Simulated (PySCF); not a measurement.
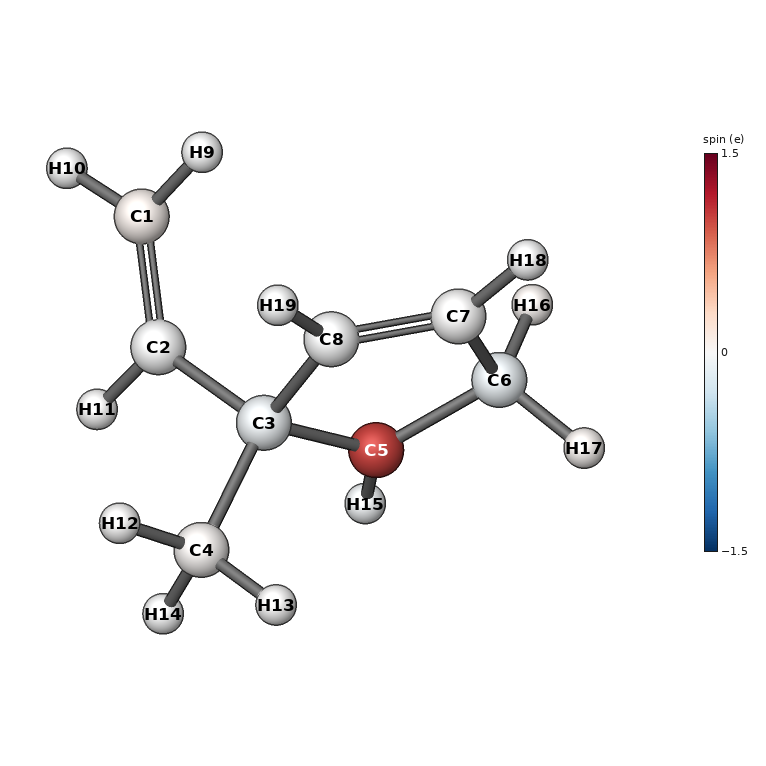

Atoms are coloured by their Mulliken spin populations. Charge 0, doublet. Computed geometry: GFN2-xTB optimisation. No frequency run is at hand to confirm it as a minimum. Properties computed with UKS B3LYP, pcH-1 on C H, non-relativistic (PySCF 2.14.0).

Give the Mulliken spin populations atom by atom.

| atom | value (e) |
| --- | --- |
| C1 | 0.06 |
| C2 | 0.00 |
| C3 | −0.06 |
| C4 | 0.03 |
| C5 | 1.01 |
| C6 | −0.08 |
| C7 | 0.00 |
| C8 | 0.00 |
| H9 | 0.00 |
| H10 | 0.00 |
| H11 | 0.00 |
| H12 | 0.01 |
| H13 | 0.00 |
| H14 | 0.00 |
| H15 | −0.04 |
| H16 | 0.05 |
| H17 | 0.04 |
| H18 | 0.00 |
| H19 | 0.00 |

Mulliken values depend strongly on the basis set.
